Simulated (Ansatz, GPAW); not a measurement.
# How Cu3SeI (model structure) absorbs and reflects light, part 2 of 2

Wanted: where Cu3SeI (model structure) starts to absorb, how strongly, and its refractive index. The structure is a model built here, which may or may not match a known phase. It was built so: All Ag replaced by Cu and S replaced by Se in the R3 structure of Ag3SI. The cell is first relaxed with Ansatz.

GPAW 26.7.0; DFT, PBE, plane-wave PAW (GPAW data sets), scalar-relativistic, RPA, optical limit.

So far: The structure; Relaxation.

## (3) Ground state

First the ground state: is it a metal or has it a gap?

This step: DFT, PBE, plane-wave PAW (GPAW data sets), scalar-relativistic, ground state (GPAW 26.7.0).

The input, gs.py:

```python
from ase import Atoms
from ase.dft.bandgap import bandgap
from gpaw import GPAW, PW, FermiDirac

atoms = Atoms(['I', 'Se', 'Cu', 'Cu', 'Cu'],
              cell=[[3.22338107, 1.86101993, 2.69709895],
                    [-3.22338107, 1.86101993, 2.69709895],
                    [0.00000000, -3.72203986, 2.69709895]],
              scaled_positions=[[0.50166368, 0.50166368, 0.50166368],
                                [0.05488263, 0.05488263, 0.05488263],
                                [0.84217165, 0.01628323, 0.55389881],
                                [0.01628323, 0.55389881, 0.84217165],
                                [0.55389881, 0.84217165, 0.01628323]],
              pbc=[True, True, True])
atoms.calc = GPAW(mode=PW(450), xc='PBE', kpts={'size': (5, 5, 5), 'gamma': True},
                  occupations=FermiDirac(0.05), maxiter=150, txt='gs.txt')
print('energy (eV)', atoms.get_potential_energy())
print('Fermi level (eV)', atoms.calc.get_fermi_level())
print('valence electrons', atoms.calc.get_number_of_electrons())
print('gap (eV)', bandgap(atoms.calc, output=None)[0])
print('direct gap (eV)', bandgap(atoms.calc, direct=True, output=None)[0])
atoms.calc.write('gs.gpw')
```

Run with:

```
> OMP_NUM_THREADS=1 python gs.py
```

Numbers of over 12 decimals in the logs are rounded to 6 here.

The log of the run:

```text
__  _  _
 | _ |_)|_||  |
 |__||  | ||/\| - 26.7.0

Versions:
  Python: 3.12.14
  ASE:    3.29.0
  Numpy:  2.5.5
  Scipy:  1.18.1
  Libxc:  7.0.0

Input parameters:
  mode=PW(ecut=450.000000),
  kpts=MonkhorstPack(size=(5, 5, 5), gamma=True),
  maxiter=150,
  occupations=Occupations(name='fermi-dirac', width=0.05, fixmagmom=False),
  xc=XC(name='PBE')

Diagonalizing LCAO Hamiltonian
Converting LCAO to pw mode

            Cu
             I
       Cu          Cu

             Se

Atoms  # Å, Bohr magnetons
|   | symbol |         x |         y |        z |    initial magnetic moments |
| 0 |      I | -0.000000 |  0.000000 | 4.059110 | ( 0.0000,  0.0000,  0.0000) |
| 1 |     Se | -0.000000 |  0.000000 | 0.444072 | ( 0.0000,  0.0000,  0.0000) |
| 2 |     Cu |  2.662153 | -0.464032 | 3.809258 | ( 0.0000,  0.0000,  0.0000) |
| 3 |     Cu | -1.732940 | -2.073476 | 3.809258 | ( 0.0000,  0.0000,  0.0000) |
| 4 |     Cu | -0.929213 |  2.537508 | 3.809258 | ( 0.0000,  0.0000,  0.0000) |

Unit cell  # Å
| periodic |         x |         y |        z |  lengths |    angles |
|      yes |  3.223381 |  1.861020 | 2.697099 | 4.596512 | 89.057447 |
|      yes | -3.223381 |  1.861020 | 2.697099 | 4.596512 | 89.057447 |
|      yes |  0.000000 | -3.722040 | 2.697099 | 4.596512 | 89.057447 |

Number of symmetries: 1
Symmetry operations  # r_c * U_cc + t_c -> r_c
|   | kind |            matrix            |
| 0 |  E   |  1, 0, 0,  0, 1, 0,  0, 0, 1 |

BZ-sampling:
  Number of BZ points: 125
  Number of IBZ points: 63

  Monkhorst-Pack size: [5, 5, 5]
  Monkhorst-Pack shift: [0, 0, 0]

K-points  # in reciprocal-cell coordinates
|     |                                coordinates |     weight |
|   0 | (  0.00000000,   0.00000000,   0.00000000) | 0.00800000 |
|   1 | (  0.00000000,   0.00000000,   0.20000000) | 0.01600000 |
|   2 | (  0.00000000,   0.00000000,   0.40000000) | 0.01600000 |
|   3 | (  0.00000000,   0.20000000,  -0.40000000) | 0.01600000 |
|   4 | (  0.00000000,   0.20000000,  -0.20000000) | 0.01600000 |
|   5 | (  0.00000000,   0.20000000,   0.00000000) | 0.01600000 |
|   6 | (  0.00000000,   0.20000000,   0.20000000) | 0.01600000 |
|   7 | (  0.00000000,   0.20000000,   0.40000000) | 0.01600000 |
|   8 | (  0.00000000,   0.40000000,  -0.40000000) | 0.01600000 |
|   9 | (  0.00000000,   0.40000000,  -0.20000000) | 0.01600000 |
| ... |                                            |            |
|  62 | (  0.40000000,   0.40000000,   0.40000000) | 0.01600000 |

Plane wave coefficients: 2117
Cutoff: 450.000000 eV

Spin-components: 1 (collinear spins)
Bands:           32
Projectors:      28
Spin-degeneracy: 2
Datatype:        complex128

Parallelization:
  kpt:    1
  domain: 1
  band:   1

Density:
  Valence electrons: 46.0
  Components: 1
  Grid points: [24 24 24]
  Charge: 0.0  # |e|

Potential:
  Grid points: [24 24 24]

species:
  I:
    name:    Iodine
    id:
    Z:       53.0
    valence: 7
    core:    46
    charge:  0.0  # [|e|]
    compensation charges:
      type: gauss
      rc: 0.37  # [Å]
      lmax: 2
    cutoffs:
      filter: 2.06  # [Å]
      core: 2.90  # [Å]
    projectors
    | kind |    occ | energy [eV] | rcut [Å] |
    |   5s |  2.000 |     -17.382 |    1.164 |
    |   5p |  5.000 |      -7.088 |    1.164 |
    |    s |        |       9.829 |    1.164 |
    |    p |        |      20.123 |    1.164 |
    |    d |        |       0.000 |    1.164 |

    Using partial waves for I as LCAO basis

  Se:
    name:    Selenium
    id:
    Z:       34.0
    valence: 6
    core:    28
    charge:  0.0  # [|e|]
    compensation charges:
      type: gauss
      rc: 0.27  # [Å]
      lmax: 2
    cutoffs:
      filter: 1.77  # [Å]
      core: 2.67  # [Å]
    projectors
    | kind |    occ | energy [eV] | rcut [Å] |
    |   4s |  2.000 |     -17.277 |    0.847 |
    |   4p |  4.000 |      -6.512 |    1.005 |
    |    s |        |       9.935 |    0.847 |
    |    p |        |      20.699 |    1.005 |
    |    d |        |       0.000 |    0.847 |

    Using partial waves for Se as LCAO basis

  Cu:
    name:    Copper
    id:
    Z:       29.0
    valence: 11
    core:    18
    charge:  0.0  # [|e|]
    compensation charges:
      type: gauss
      rc: 0.33  # [Å]
      lmax: 2
    cutoffs:
      filter: 2.06  # [Å]
      core: 2.43  # [Å]
    projectors
    | kind |    occ | energy [eV] | rcut [Å] |
    |   4s |  1.000 |      -4.609 |    1.164 |
    |   4p |  0.000 |      -0.698 |    1.164 |
    |   3d | 10.000 |      -5.039 |    1.058 |
    |    s |        |      22.603 |    1.164 |
    |    p |        |      26.513 |    1.164 |
    |    d |        |      22.172 |    1.058 |

    Using partial waves for Cu as LCAO basis

Reference energy: -394708.683320  # eV

eigensolver:
  PPCG
  Converge bands: occupied
  niter=2

density mixing:
  MSR1-Mixer
  Pratt-step length: 0.05
  Maximum mixing coefficient: 0.75
  Old densities: 10
  SVD Regularization: 0.005
  Good broyden scale: 1.0
  Trust region scale: 1.0
  Backstep threshold: 4.0
  History deletion threshold: 6.0
  Fourier metric: weight=20.0, sigma=0.015

occupation numbers:
  Fermi-Dirac:
    width: 0.0500  # eV

poisson solver:
  ecut: 3600.000000  # eV

xc functional:
  name: PBE with 2 nearest neighbor stencil

convergence criteria:
- Maximum [total energy] change in last 3 cyles: 0.0005 eV / valence electron
- Maximum integral of absolute [dens]ity change: 0.0001 electrons / valence electron
- Maximum integral of absolute [eigenst]ate change: 4e-08 eV^2 / valence electron
maximum number of iterations: 150

SCF iterations
|iter     |      energy | eigst |  dens |
|iter:   1||  -17.381972 | +0.27 |       |
|iter:   2||  -16.722832 | -1.78 | -1.13 |
|iter:   3||  -15.988542 | -1.38 | -1.25 |
|iter:   4||  -15.952230 | -2.82 | -1.67 |
|iter:   5||  -15.937266 | -3.28 | -1.87 |
|iter:   6||  -15.935985c| -4.45 | -2.40 |
|iter:   7||  -15.936001c| -5.82 | -3.25 |
|iter:   8||  -15.936005c| -6.52 | -3.65 |
|iter:   9||  -15.936006c| -7.76c| -4.50c|

Converged in 9 steps
SCF loop duration: 54.816 s (6.091 s/step)
Energy contributions relative to reference atoms: (reference = -394708.683320)

Energy contributions:
  Kinetic:          -7.309071
  Coulomb:           3.644576
  Zero:              0.242627
  External:          0.000000
  Xc:              -12.514104
  Entropy:          -0.000067
  Spinorbit:         0.000000
  ----------------------------
  Free energy:     -15.936039
  Extrapolated:    -15.936006

dipole moment: (-0.000001, -0.000003, -31.697228)  # |e|*Ang

Fermi level: 6.586
Eigenvalues  # (at kpt = [0.000, 0.000, 0.000])
| band index |      eig [eV] | occ [0-2] |
|          0 |        -7.981 |     2.000 |
|        ... |               |           |
|         15 |         4.455 |     2.000 |
|         16 |         4.503 |     2.000 |
|         17 |         4.733 |     2.000 |
|         18 |         4.733 |     2.000 |
|         19 |         4.943 |     2.000 |
|         20 |         6.006 |     2.000 |
|         21 |         6.012 |     2.000 |
|         22 |         6.012 |     2.000 |
|         23 |         6.848 |     0.011 |
|         24 |         7.780 |     0.000 |
|         25 |         7.780 |     0.000 |
|         26 |        11.714 |     0.000 |
|         27 |        12.489 |     0.000 |
|         28 |        12.489 |     0.000 |
|         29 |        13.484 |     0.000 |
|         30 |        13.484 |     0.000 |
|         31 |        15.296 |     0.000 |

Gap: 0.645 eV
Transition (v -> c):
  (s=0, k=40, n=22, [0.40, -0.40, 0.00]) -> (s=0, k=0, n=23, [0.00, 0.00, 0.00])
Direct/indirect transitions are different
Direct gap: 0.836 eV
Transition at: (s=0, k=0, n=22, [0.00, 0.00, 0.00])

--- standard output ---
energy (eV) -15.936006
Fermi level (eV) 6.585921
valence electrons 46.0
gap (eV) 0.644795
direct gap (eV) 0.835844
```

The job ended after 62 s (1 thread of Intel Xeon Platinum 8488C (Sapphire Rapids), shared host; peak memory 0.26 GiB).

Read-outs, printed or worked out from the files:

| Item | Value |
| --- | --- |
| energy | -15.94 eV |
| Fermi energy | 6.586 eV |
| gap on the k-mesh | 0.6448 eV |
| direct gap on the mesh | 0.8358 eV |
| electrons | 46 |

There is a gap, 0.64 eV on this mesh (points off the mesh can give less), so no carriers' term is needed.

## (4) Bands for the response

At the fixed density, many empty bands are solved on the mesh of the response, since the spectrum sums over them.

This step: DFT, PBE, plane-wave PAW (GPAW data sets), scalar-relativistic, bands at fixed density (GPAW 26.7.0).

The input, nscf.py:

```python
from ase.dft.bandgap import bandgap
from gpaw import GPAW, FermiDirac

calc = GPAW('gs.gpw').fixed_density(kpts={'size': (6, 6, 6), 'gamma': True}, nbands=53, convergence={'bands': 47},
                                    occupations=FermiDirac(0.001), txt='nscf.txt')
print('gap (eV)', bandgap(calc, output=None)[0])
print('direct gap (eV)', bandgap(calc, direct=True, output=None)[0])
calc.write('full.gpw', mode='all')
```

Run with:

```
> OMP_NUM_THREADS=1 python nscf.py
```

The log of the run:

```text
Diagonalizing LCAO Hamiltonian
Converting LCAO to pw mode
convergence criteria:
- Maximum integral of absolute [eigenst]ate change: 4e-08 eV^2 / valence electron
maximum number of iterations: 150

SCF iterations
|iter     |      energy | eigst |  dens |
|iter:   1||             | +2.76 |       |
|iter:   2||             | +1.68 |       |
|iter:   3||             | +0.73 |       |
|iter:   4||             | -0.37 |       |
|iter:   5||             | -1.23 |       |
|iter:   6||             | -2.15 |       |
|iter:   7||             | -2.85 |       |
|iter:   8||             | -3.67 |       |
|iter:   9||             | -4.35 |       |
|iter:  10||             | -5.14 |       |
|iter:  11||             | -5.83 |       |
|iter:  12||             | -6.55 |       |
|iter:  13||             | -7.15 |       |
|iter:  14||             | -7.65c|       |
SCF steps: 14
  __  _  _
 | _ |_)|_||  |
 |__||  | ||/\| - 26.7.0

Versions:
  Python: 3.12.14
  ASE:    3.29.0
  Numpy:  2.5.5
  Scipy:  1.18.1
  Libxc:  7.0.0

Input parameters:
  mode=PW(ecut=450.000000),
  convergence={'bands': 47},
  gpts=array([24, 24, 24]),
  kpts=MonkhorstPack(size=(6, 6, 6), gamma=True),
  maxiter=150,
  nbands=53,
  occupations=Occupations(name='fermi-dirac', width=0.001, fixmagmom=False),
  parallel={},
  xc=XC(name='PBE')

--- standard output ---
gap (eV) 0.643858
direct gap (eV) 0.835844
```

It took 3.8 min on 1 thread; peak memory 0.45 GiB.

Numbers from this step:

| Quantity | Value |
| --- | --- |
| gap on the k-mesh | 0.6439 eV |

## (5) Dielectric function, RPA

Transitions between filled and empty bands, summed over the zone, give the optical response, so mesh, band count and broadening shape it.

The induced potential is part of this response.

This step: DFT, PBE, plane-wave PAW (GPAW data sets), scalar-relativistic, RPA, optical limit (GPAW 26.7.0).

The input, df.py:

```python
from gpaw.response.df import DielectricFunction

df = DielectricFunction('full.gpw', frequencies={'type': 'nonlinear', 'domega0': 0.03, 'omega2': 8},
                        ecut=30,
                        eta=0.2,
                        nbands=47,
                        txt='df.txt')
for direction in ['x', 'z']:
    df.get_dielectric_function(xc='RPA', direction=direction, filename=f'df_{direction}.csv')
```

Run with:

```
> OMP_NUM_THREADS=1 python df.py
```

The log of the run:

```text
Using integrator: PointIntegrator
NonLinearFrequencyDescriptor(from 0.000 to 34.330 eV, 413 points)
Nonperiodic BCs:  [False False False]
Using integrator: PointIntegrator
NonLinearFrequencyDescriptor(from 0.000 to 34.330 eV, 413 points)
Nonperiodic BCs:  [False False False]

Calculating chi0 body with:
    Ground state adapter containing:
    Number of spins: 1
    Number of kpoints: 216
    Number of irreducible kpoints: 112
    Number of completely occupied states: 23
    Number of partially occupied states: 23

    Linear response parametrization:
    q_c: [0.0, 0.0, 0.0]
    Number of frequency points: 413
    Planewave cutoff: 30.0
    Number of bands: 47
    Number of planewaves: 33
    Broadening (eta): 0.2

Integrating chi0 body.

Symmetries of q_c:
    Direct symmetries (Uq -> q): 1
    Indirect symmetries (TUq -> q): 1
In total 2 allowed symmetries.

112 groups of equivalent kpoints. 48.148148% reduction.

Integral kind: spectral function

Calculating chi0 optical extensions with:
    Ground state adapter containing:
    Number of spins: 1
    Number of kpoints: 216
    Number of irreducible kpoints: 112
    Number of completely occupied states: 23
    Number of partially occupied states: 23

    Linear response parametrization:
    Number of frequency points: 413
    Planewave cutoff: 30.0
    Number of bands: 47
    Number of planewaves: 33
    Broadening (eta): 0.2
Integrating chi0 head and wings.

Symmetries of q_c:
    Direct symmetries (Uq -> q): 1
    Indirect symmetries (TUq -> q): 1
In total 2 allowed symmetries.

112 groups of equivalent kpoints. 48.148148% reduction.

Integral kind: spectral function wings
```

Wall time 60 s (1 thread); peak memory 0.31 GiB.

This step gave:

* electronic dielectric constant ε∞, mean over x, y and z (by symmetry where fewer were run): 11.89

Some rows of df_x.csv (energy; Re and Im without local fields; Re and Im with them):

```text
0.000000, 12.172931, 0.000000, 11.581369, 0.000000
0.460735, 12.561217, 0.452787, 11.964602, 0.448319
0.943989, 12.992972, 1.604937, 12.375242, 1.598702
1.451455, 14.238451, 4.484626, 13.612798, 4.453290
1.984998, 11.849991, 5.652627, 11.082320, 5.683728
2.546682, 12.325424, 8.032098, 11.347409, 7.945537
3.138794, 8.612446, 11.433245, 7.514962, 11.045336
3.763875, 5.553874, 11.451536, 4.634523, 10.420482
4.424758, 2.359490, 10.025770, 1.944426, 9.048133
5.124608, 1.346892, 8.179755, 0.945000, 7.375400
5.866977, 0.229468, 7.790069, -0.046604, 6.799122
6.655862, -1.143501, 6.621577, -1.010054, 5.535607
7.495775, -0.935909, 5.151791, -0.680490, 4.043618
8.391833, -1.740047, 4.022405, -1.031560, 3.482232
9.349861, -1.842115, 3.118628, -1.114716, 2.978658
10.376517, -1.550519, 2.227711, -1.105607, 2.197102
11.479449, -1.095689, 1.563348, -0.779926, 1.568081
12.667487, -0.902045, 1.298662, -0.572148, 1.338533
13.950874, -0.614114, 0.936049, -0.382551, 1.006639
15.341572, -0.345113, 0.737757, -0.166374, 0.770441
```

Sum at mesh points, not converged in k; values under the direct gap are tails of Lorentzian lines. Table of Im ε by photon energy; read off at these points:

```tsv
photon energy (eV)	E ∥ x	E ∥ z
0.0	0	0
2.0	5.68	7.65
2.8	10.00	13.5
3.1	11.0	10.9
4.0	10.3	7.47
6.0	6.56	8.67
8.0	3.98	3.74
10.0	2.50	2.24
12.0	1.45	1.52
14.0	0.993	0.958
16.0	0.710	0.718
```

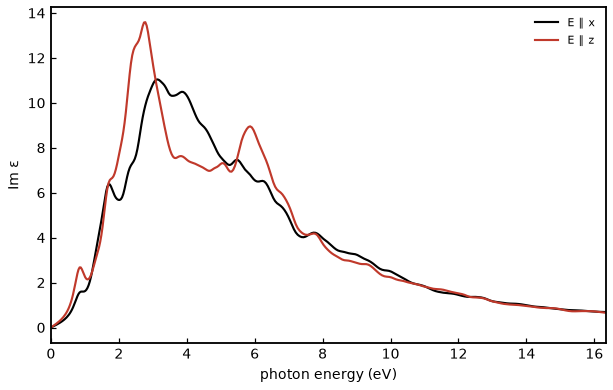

Im ε, plotted against photon energy.

The reflectivity at normal incidence has structure finer than the step of the table below, so its rows give means over 1 eV, whole bins alone (the curve runs from 0 to 16.3 eV). Peaks (eV: height): E ∥ x 1.6: 34.8, 4.0: 38.0, 7.0: 38.0, 10.4: 35.6; E ∥ z 2.8: 41.9, 7.1: 42.2.

Sum at mesh points, not converged in k. The reflectivity at normal incidence by photon energy; means over each step:

```tsv
photon energy (eV)	E ∥ x (%)	E ∥ z (%)
1	32.2	33.0
2	33.7	37.7
3	37.2	39.1
4	37.4	31.5
5	35.5	31.0
6	36.3	38.6
7	36.4	40.7
8	33.7	37.6
9	33.7	34.5
10	35.0	34.0
11	34.3	31.8
12	30.9	31.2
13	29.8	30.7
14	27.2	27.3
15	24.6	24.6
```

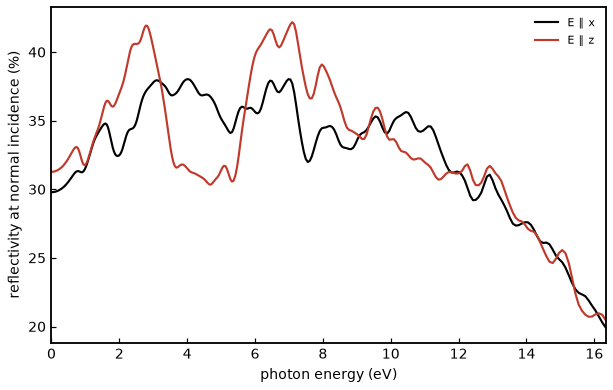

Reflectivity at normal incidence against photon energy.

Sum at mesh points, not converged in k; values under the direct gap are tails of Lorentzian lines. Loss function −Im 1/ε at q → 0 against energy loss; read off at these points:

```tsv
energy loss (eV)	E ∥ x	E ∥ z
0	0	0
2	0.0365	0.0313
4	0.0879	0.114
6	0.152	0.115
8	0.236	0.226
10	0.337	0.375
12	0.567	0.546
14	0.880	0.919
16	1.38	1.37
```

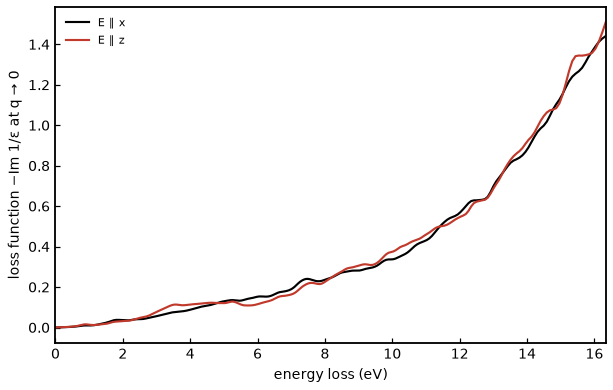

Loss function −Im 1/ε at q → 0, plotted against energy loss.

Sum at mesh points, not converged in k; values under the direct gap are tails of Lorentzian lines. Table of Im ε, E ∥ x by photon energy; read off at these points:

```tsv
photon energy (eV)	without local fields	with local fields
0.0	0	0
1.0	1.63	1.62
2.0	5.65	5.68
3.0	11.1	10.8
3.1	11.4	11.0
3.8	11.5	10.5
4.0	11.4	10.3
5.0	8.35	7.58
6.0	7.60	6.56
7.0	5.84	4.90
8.0	4.76	3.98
9.0	3.56	3.24
10.0	2.54	2.50
11.0	1.83	1.83
12.0	1.44	1.45
13.0	1.11	1.17
14.0	0.923	0.993
15.0	0.776	0.815
16.0	0.673	0.710
```

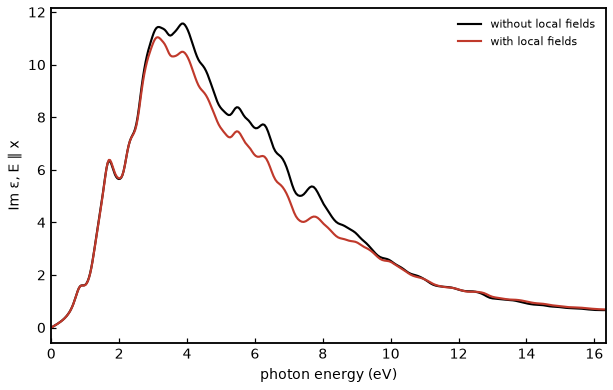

Im ε, E ∥ x, plotted against photon energy.

At chosen wavelengths:

```tsv
wavelength (nm)	n x	k x	R (%) x	1/α x	n z	k z	R (%) z	1/α z
1064	3.66	0.297	32.8	285 nm	3.66	0.312	32.9	271 nm
800	3.72	0.721	34.7	88 nm	3.89	0.621	36.0	102 nm
532	3.52	1.014	34.4	42 nm	3.86	1.482	40.2	29 nm
405	3.31	1.659	37.9	19 nm	2.75	2.038	39.6	16 nm
308	2.63	1.948	38.0	13 nm	2.36	1.574	31.4	16 nm
248	2.07	1.829	35.2	11 nm	2.29	1.589	31.4	12 nm
193	1.63	1.891	37.9	8.1 nm	1.69	2.085	41.6	7.4 nm
```

Below the direct gap, k and the depth come from the tails of the Lorentzian lines, not from transitions.

Rows near the edge hang on the gap, which this functional as a rule makes too small, and phonon-assisted absorption is left out.

## (6) Summary of results

```
electronic dielectric constant ε∞, mean over x, y and z (by symmetry where fewer were run) (RPA) : 11.9
```

At this level (PBE, RPA) Cu3SeI has a mean ε∞ = 11.9 and n = 3.53 at 1550 nm (E ∥ x). The cell shrank by 7.2 % in volume. On the mesh the gap is 0.64 eV and the least direct gap 0.84 eV, so on this mesh the band edges lie at different points. Local fields change the static value along x from 12.17 to 11.58 (-5 %). The static values by axis are 11.58 (x), 12.51 (z). Excitons and phonon-assisted transitions are missing; PBE gaps are as a rule too small, which pulls the onset down and ε∞ up. Spin-orbit coupling is left out although heavy atoms are present. The curves end at 16 eV, about where the summed bands run out. In this version of GPAW the matrix elements of the optical limit are incomplete, which can lower ε − 1 by up to a tenth where first-row anions or d states rule, and shift it by more in d metals. The sum runs over mesh points 0.23 Å⁻¹ apart with no interpolation, so peaks are partly noise of the mesh; over so small a direct gap single mesh points weigh heavily, so ε∞, n and their changes from run to run can be far off. Besides steps told in other documents, this task had 2 runs with a known fault of program or setting; those not told in a step above aren't shown.

[Machine, clock and banner lines and Python warnings are left out of the logs.]

[Logs are printed without paths, hosts, clocks, repeated set-up lines and the standing remarks that a program may print on its own settings, such as how far it seeks lower states.]

[Hosts, paths, dates, database ids (printed as entryN), source tags and the programs' standing remarks are cut or masked in the printed files.]
